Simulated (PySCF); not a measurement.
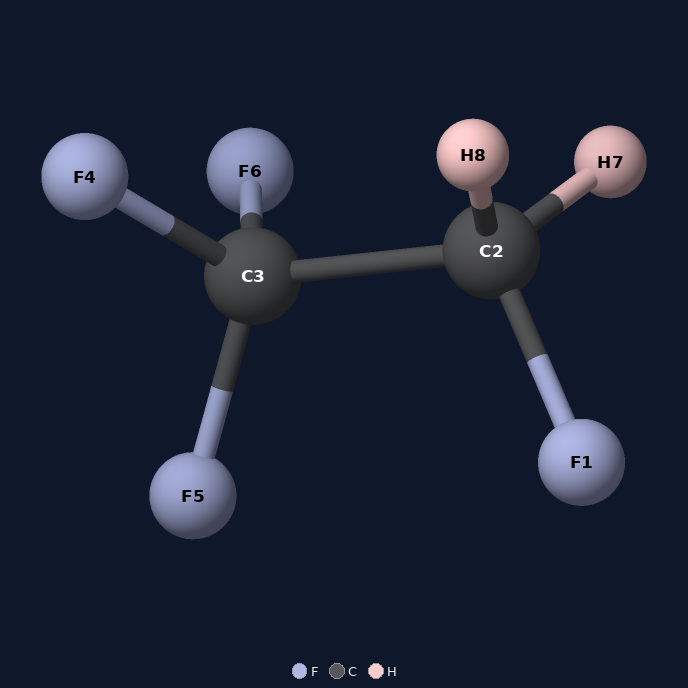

Geometry: an image of a reaction path computed with GFN2-xTB, not a minimum. Level of theory: B3LYP/pcJ-1 indirect spin-spin coupling, non-relativistic, gas phase (PySCF 2.14.0). Isotopes: 13C, 19F, 1H.

Give the spin–spin coupling constants of these pairs, with the number of bonds between them: C3/F5, C3/F4, F4/F5, F4/H7.

| pair | bonds apart | J (Hz) |
| --- | --- | --- |
| C3, F5 | 1 | −358.7 |
| C3, F4 | 1 | −346.2 |
| F4, F5 | 2 | 68.3 |
| F4, H7 | 3 | 16.2 |

Density functionals are unreliable for couplings to fluorine, so those rows may be far off.
